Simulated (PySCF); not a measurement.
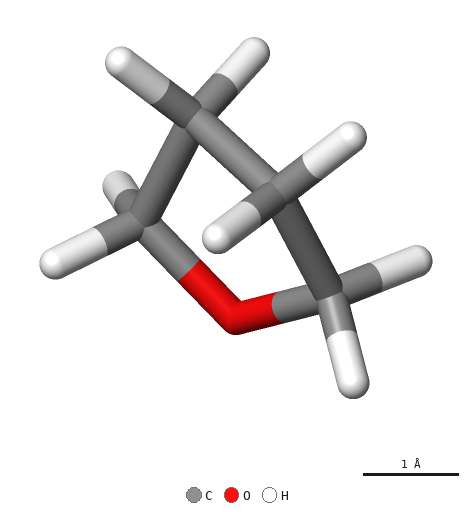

This is the input geometry for a relaxation of C₄H₈O. Style: stick. Shown from a free direction.

The start comes from MMFF94s.

Theory: PySCF, PBE0-D3(BJ)/def2-SVP geometry optimisation, gas phase.

```xyz
13

C    -0.8892    0.3548   -0.4555
C     0.4107    0.9773   -0.0147
C     1.3138   -0.2319    0.0953
O     0.4804   -1.3373    0.4720
C    -0.8911   -0.9447    0.3200
H    -0.8550    0.1480   -1.5317
H    -1.7662    0.9748   -0.2528
H     0.2843    1.4407    0.9710
H     0.7927    1.7350   -0.7036
H     2.1075   -0.0986    0.8356
H     1.7723   -0.4733   -0.8697
H    -1.4480   -1.7371   -0.1877
H    -1.3120   -0.8078    1.3218
```

Q: Where does the relaxation end?

A: After 11 geometry steps the energy has fallen by 0.044 eV. The largest move after the best rigid fit is that of H11, 0.045 Å. By element the largest moves are H 0.045 Å, O 0.037 Å, C 0.012 Å. Some distances before and after: C3–O4 1.435 → 1.413 Å, C1–C2 1.507 → 1.524 Å, C3–H11 1.095 → 1.108 Å, C2–C3 1.513 → 1.525 Å. Among the angles between lasting bonds that change: O4–C5–H13 107.7° → 110.1°, C3–O4–C5 108.5° → 110.5°. Cost: 27 s on 1 thread of AMD EPYC 9R45 96-Core Processor (shared host).

History of the run:

```csv
step,"E − E(0), eV"
0,0.0000
1,-0.0299
2,-0.0369
3,-0.0381
4,-0.0397
5,-0.0404
6,-0.0409
7,-0.0414
8,-0.0422
9,-0.0430
10,-0.0435
11,-0.0437
```

Final geometry:

```xyz
13

C    -0.8987    0.3538   -0.4627
C     0.4141    0.9840   -0.0116
C     1.3135   -0.2432    0.0915
O     0.4717   -1.3238    0.4384
C    -0.8851   -0.9483    0.3277
H    -0.8691    0.1460   -1.5450
H    -1.7840    0.9741   -0.2614
H     0.2904    1.4569    0.9763
H     0.8025    1.7453   -0.7036
H     2.1040   -0.1342    0.8529
H     1.8108   -0.4505   -0.8762
H    -1.4478   -1.7601   -0.1616
H    -1.3223   -0.7999    1.3354
```
